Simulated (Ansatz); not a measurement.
# NH2 (SMILES [NH2]): UCCSDT/3-21G

Aim: the energy change on altering one bond length of NH2 at UCCSDT/3-21G, from 2 runs. 

Program for the calculation: Ansatz 0.2.0.

48 further runs of the same task are left out: 48 set aside as unsound or not needed.

### Step 1. The system as given

The species is NH2 (3 atoms), meant as a doublet with charge 0. As SMILES, `[NH2]`. The shape is that of a GFN2-xTB optimisation.

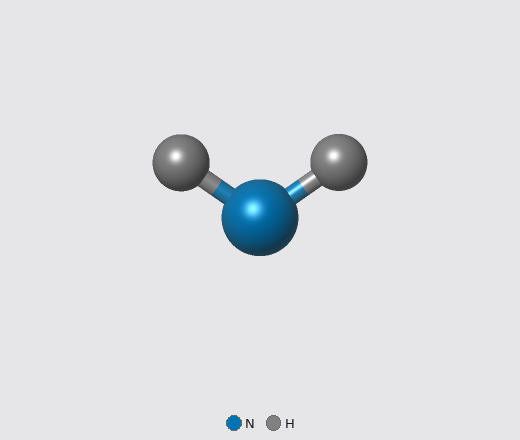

Viewed from a chosen angle; nitrogen blue, hydrogen grey.

### Step 2. A single-point energy at UCCSDT/3-21G

File molecule.yaml:

```yaml
crystal:
  periodic: [false, false, false]
  atoms:
    - {symbol: N, position_ang: [0.307180, -0.182210, 0.151440]}
    - {symbol: H, position_ang: [0.155580, 0.820260, 0.174790]}
    - {symbol: H, position_ang: [-0.462760, -0.638040, -0.326220]}
basis:
  gaussian:
    orbitals: 3-21G.json
magnetization:
  spin_polarized: true
  initial_magnetization: 1
correlation:
  method: ccsdt
  frozen_orbitals: {H: 0, "N": 1}
accuracy: high
scf:
  omitted_lower_state_checks: [cluster_reference, increment]
```

The basis set 3-21G is read from a file made from the Basis Set Exchange's data (not shown).

Run with:

```
$ ansatz run molecule.yaml --threads 1 --pin off --max-ram 2610MiB --events-out events.jsonl --progress --plain --runs-dir runs
```

Output:

```text
Warning: RAYON_NUM_THREADS=1 ignored (pool sized by the plan → 1); use --threads N
Functional definition: HF
  name "HF"
  exchange = exact_x
  correlation = 0
these checks for a lower state are left out or cut short: cluster_reference, increment
248 factors; integrals over basis functions are off by at most 4.8e-9 eV
mean field evaluation 1: about -1502.8312 eV, gradient 9.9e0 eV
mean field evaluation 2: about -1502.8291 eV, gradient 9.9e0 eV
mean field evaluation 4: about -1503.2834 eV, gradient 7.8e-1 eV
mean field evaluation 8: about -1503.2881 eV, gradient 9.2e-4 eV
mean field -1503.28808442 eV, -55.2448181371 hartree, gradient 3.6e-8 eV, S^2 0.756244; 0 other end points of the search recorded, 0 dependent functions left out
1 core orbitals not correlated: weight in the atoms' cores, before any rotation towards them, 1.000 or more for the frozen orbitals, at most 0.000 for the correlated occupied ones
reference -1503.28808442 eV, -55.2448181371 hartree; 4, 3 occupied and 8, 9 virtual orbitals, 248 factors
second order -2.24037897 eV of doubles, -0.00000000 eV of singles
cycle   1  -2.48645883 eV  change   -2.5e-1 eV  update   3.4e-2
cycle   2  -2.62489408 eV  change   -1.4e-1 eV  update   1.5e-2
cycle   3  -2.63744174 eV  change   -1.3e-2 eV  update   4.8e-3
cycle   4  -2.63837777 eV  change   -9.4e-4 eV  update   2.4e-3
cycle   5  -2.63920757 eV  change   -8.3e-4 eV  update   8.1e-4
cycle   6  -2.63949768 eV  change   -2.9e-4 eV  update   3.2e-4
cycle   7  -2.63954502 eV  change   -4.7e-5 eV  update   1.6e-4
cycle   8  -2.63950824 eV  change    3.7e-5 eV  update   7.2e-5
cycle   9  -2.63950751 eV  change    7.4e-7 eV  update   3.1e-5
cycle  10  -2.63951515 eV  change   -7.6e-6 eV  update   8.5e-6
cycle  11  -2.63951193 eV  change    3.2e-6 eV  update   2.1e-6
cycle  12  -2.63951235 eV  change   -4.2e-7 eV  update   7.7e-7
cycle  13  -2.63951227 eV  change    8.0e-8 eV  update   3.5e-7
cycle  14  -2.63951240 eV  change   -1.3e-7 eV  update   1.3e-7
cycle  15  -2.63951246 eV  change   -5.3e-8 eV  update   3.2e-8
cycle  16  -2.63951247 eV  change   -1.5e-8 eV  update   1.1e-8
cycle  17  -2.63951226 eV  change    2.2e-7 eV  update   3.3e-8
cycle  18  -2.63951220 eV  change    5.3e-8 eV  update   1.1e-8
cycle  19  -2.63951219 eV  change    1.4e-8 eV  update   3.1e-9
cycle  20  -2.63951219 eV  change    3.2e-9 eV  update   1.4e-9
cycle  21  -2.63951219 eV  change   4.5e-10 eV  update  6.0e-10
Total energy: -1505.92759660 eV, -55.3418184208 hartree
Checks for a lower state left out: cluster_reference, increment
```

It took 0.87 s on 1 thread of Arm Neoverse V1, shared host.

### Step 3. The distorted shape

File run.yaml:

```yaml
crystal:
  periodic: [false, false, false]
  atoms:
    - {symbol: N, position_ang: [0.345084, -0.432856, 0.145602]}
    - {symbol: H, position_ang: [0.155580, 0.820260, 0.174790]}
    - {symbol: H, position_ang: [-0.424856, -0.888686, -0.332058]}
basis:
  gaussian:
    orbitals: 3-21G.json
magnetization:
  spin_polarized: true
  initial_magnetization: 1
correlation:
  method: ccsdt
  frozen_orbitals: {H: 0, "N": 1}
accuracy: high
scf:
  omitted_lower_state_checks: [cluster_reference, increment]
```

The basis set 3-21G is read from a file made from the Basis Set Exchange's data (not shown).

Run with:

```
$ ansatz run run.yaml --threads 1 --pin off --max-ram 2610MiB --events-out events.jsonl --progress --plain --runs-dir runs
```

Output:

```text
Warning: RAYON_NUM_THREADS=1 ignored (pool sized by the plan → 1); use --threads N
[... 4 set-up lines as earlier in the session ...]
these checks for a lower state are left out or cut short: cluster_reference, increment
248 factors; integrals over basis functions are off by at most 2.7e-9 eV
mean field evaluation 1: about -1502.0489 eV, gradient 9.0e0 eV
mean field evaluation 2: about -1502.0481 eV, gradient 9.0e0 eV
mean field evaluation 4: about -1502.5010 eV, gradient 9.5e-1 eV
mean field evaluation 8: about -1502.5198 eV, gradient 1.8e-2 eV
mean field evaluation 16: about -1502.5198 eV, gradient 1.2e-8 eV
mean field -1502.51977258 eV, -55.2165831977 hartree, gradient 1.2e-8 eV, S^2 0.776487; 0 other end points of the search recorded, 0 dependent functions left out
1 core orbitals not correlated: weight in the atoms' cores, before any rotation towards them, 1.000 or more for the frozen orbitals, at most 0.000 for the correlated occupied ones
reference -1502.51977258 eV, -55.2165831977 hartree; 4, 3 occupied and 8, 9 virtual orbitals, 248 factors
second order -2.37345002 eV of doubles, -0.00000000 eV of singles
cycle   1  -2.64599657 eV  change   -2.7e-1 eV  update   4.6e-2
cycle   2  -2.85180134 eV  change   -2.1e-1 eV  update   2.4e-2
cycle   3  -2.88472033 eV  change   -3.3e-2 eV  update   1.0e-2
cycle   4  -2.88743291 eV  change   -2.7e-3 eV  update   5.8e-3
cycle   5  -2.89153693 eV  change   -4.1e-3 eV  update   2.4e-3
cycle   6  -2.89252520 eV  change   -9.9e-4 eV  update   1.2e-3
cycle   7  -2.89305460 eV  change   -5.3e-4 eV  update   5.8e-4
cycle   8  -2.89307566 eV  change   -2.1e-5 eV  update   2.4e-4
cycle   9  -2.89307056 eV  change    5.1e-6 eV  update   1.1e-4
cycle  10  -2.89310854 eV  change   -3.8e-5 eV  update   5.7e-5
cycle  11  -2.89307197 eV  change    3.7e-5 eV  update   2.3e-5
cycle  12  -2.89307068 eV  change    1.3e-6 eV  update   9.3e-6
cycle  13  -2.89306628 eV  change    4.4e-6 eV  update   3.8e-6
cycle  14  -2.89306868 eV  change   -2.4e-6 eV  update   1.3e-6
cycle  15  -2.89306931 eV  change   -6.4e-7 eV  update   3.9e-7
cycle  16  -2.89306938 eV  change   -6.5e-8 eV  update   1.4e-7
cycle  17  -2.89306939 eV  change   -8.0e-9 eV  update   6.8e-8
cycle  18  -2.89306929 eV  change    9.5e-8 eV  update   4.0e-8
cycle  19  -2.89306931 eV  change   -1.6e-8 eV  update   2.6e-8
cycle  20  -2.89306932 eV  change   -1.3e-8 eV  update   2.3e-8
cycle  21  -2.89306909 eV  change    2.3e-7 eV  update   4.2e-8
cycle  22  -2.89306903 eV  change    6.3e-8 eV  update   2.1e-8
cycle  23  -2.89306899 eV  change    3.7e-8 eV  update   1.2e-8
cycle  24  -2.89306899 eV  change    4.6e-9 eV  update   6.7e-9
cycle  25  -2.89306899 eV  change  -2.0e-10 eV  update   3.2e-9
cycle  26  -2.89306899 eV  change  -4.7e-11 eV  update   1.4e-9
cycle  27  -2.89306899 eV  change  -5.0e-10 eV  update  6.9e-10
cycle  28  -2.89306899 eV  change  -5.4e-10 eV  update  2.9e-10
Total energy: -1505.41284157 eV, -55.3229015221 hartree
Checks for a lower state left out: cluster_reference, increment
```

Wall time 0.91 s (1 thread of Arm Neoverse V1, shared host).

### Step 4. Outcome

At UCCSDT/3-21G, 1 core orbital frozen:

| quantity | value |
| --- | --- |
| first shape: total energy | -55.34182 Eh |
| first shape: correlation energy (1 core orbital frozen) | -97.0 mEh |
| first shape: ⟨S²⟩ of the reference determinant | 0.756 |
| first shape: T1 diagnostic | 0.006 |
| distorted shape: total energy | -55.32290 Eh |
| distorted shape: correlation energy (1 core orbital frozen) | -106.3 mEh |
| distorted shape: ⟨S²⟩ of the reference determinant | 0.776 |
| distorted shape: T1 diagnostic | 0.016 |
| energy change with the N1–H2 bond stretched from 1.014 to 1.268 Å | 0.515 eV |

With the N1–H2 bond stretched from 1.014 to 1.268 Å the energy rises by 0.51 eV (49.7 kJ/mol). The first shape isn't relaxed at this level, so the change isn't measured from a minimum.
